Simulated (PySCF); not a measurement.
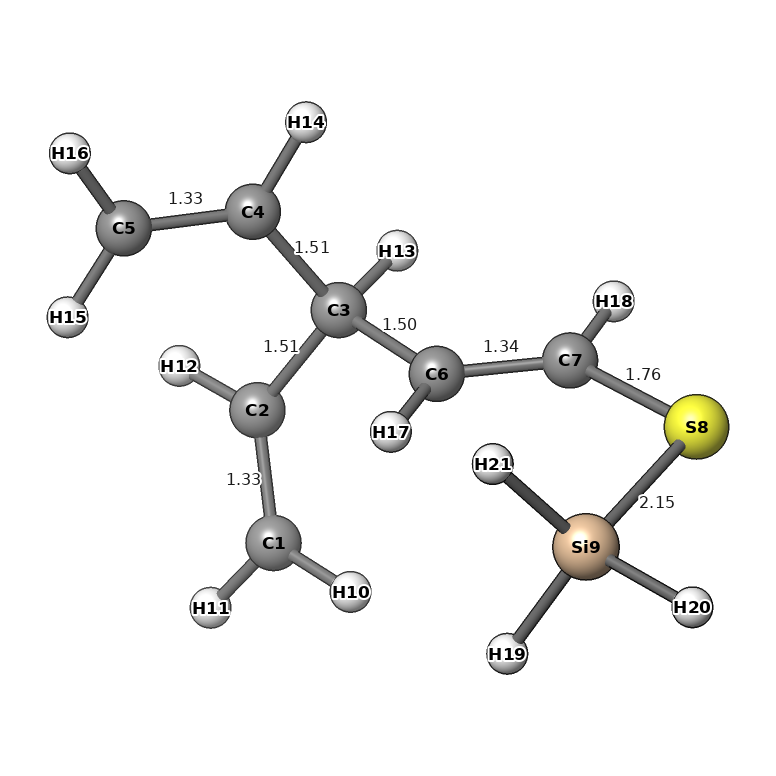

The numbers beside the sticks are distances in Å. Sticks don't show bond order. The geometry was computed by an optimisation with PBE0-D3(BJ)/def2-SVP. No frequency run is at hand to confirm it as a minimum.

Assign a bond order to each marked bond.

C1–C2 double; C2–C3 single; C3–C4 single; C3–C6 single; C4–C5 double; C6–C7 double; C7–S8 single; S8–Si9 single.

Give the structure as SMILES.

C=CC(C=C)/C=C/S[SiH3]
